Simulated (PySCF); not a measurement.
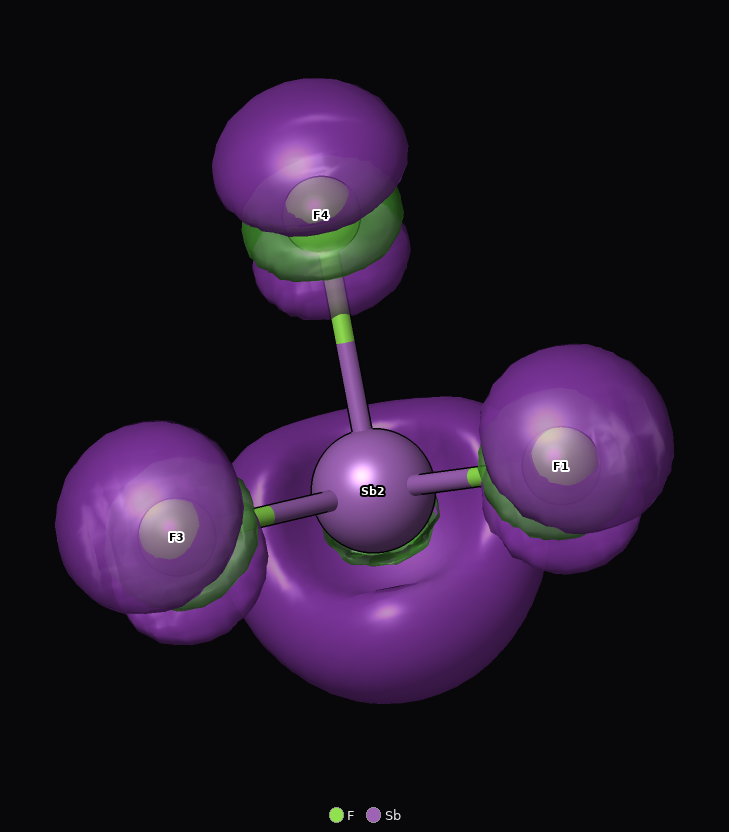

*F3Sb, SMILES `F[Sb](F)F`. Fukui function f⁻ = ρ(N) − ρ(N−1) at fixed geometry, surfaces at ±0.03 e/Å³ (purple positive, green negative).*

Computed with PySCF, PBE0/def2-TZVP, geometry: GFN2-xTB. Core potentials replace the inner electrons of Sb; spin–orbit coupling isn't included. No frequency check shows the geometry to be a minimum. GFN2-xTB bond lengths at metals and heavier atoms can be off by up to 0.1 Å and shapes distorted, which carries into these values.

**Which atoms respond most to the removal of an electron?**

f⁻ (Hirshfeld-condensed) is largest on Sb2 (0.46); the vertical ionisation energy is 12.61 eV (the stability of the cation's solution wasn't checked). Condensed values hint at sites of electrophilic attack but needn't mark the atom that reacts. Orbital relaxation makes it negative in places (0.12 e in all).
